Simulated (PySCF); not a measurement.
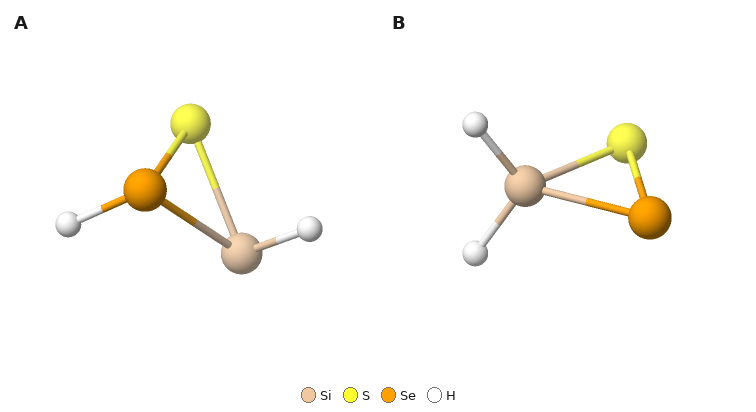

2 stationary structures of one formula. Geometries: PBE0-D4/def2-TZVP. Electronic energies: RHF-CCSD(T) (frozen core)/def2-TZVPP (PySCF 2.14.0), without zero-point energy. No frequency run is at hand to confirm each as a minimum.

Question: Which structure is the most stable?

Answer: B is lowest (Cs); A lies 1.336 eV above it (C1).

Give E(B) − E(A) in eV at these levels too: r2SCAN-D4/def2-TZVPP; PBE0-D4/def2-TZVPP; RHF-CCSD(T) (frozen core)/def2-TZVPP; ωB97M-V/def2-TZVPP; PBE0-D4/def2-TZVP; B3LYP-D4/def2-TZVPP; PBE-D4/def2-TZVPP.

| level | E(B) − E(A) (eV) |
| --- | --- |
| r2SCAN-D4/def2-TZVPP | −1.409 |
| PBE0-D4/def2-TZVPP | −1.316 |
| RHF-CCSD(T) (frozen core)/def2-TZVPP | −1.336 |
| ωB97M-V/def2-TZVPP | −1.295 |
| PBE0-D4/def2-TZVP | −1.323 |
| B3LYP-D4/def2-TZVPP | −1.298 |
| PBE-D4/def2-TZVPP | −1.204 |
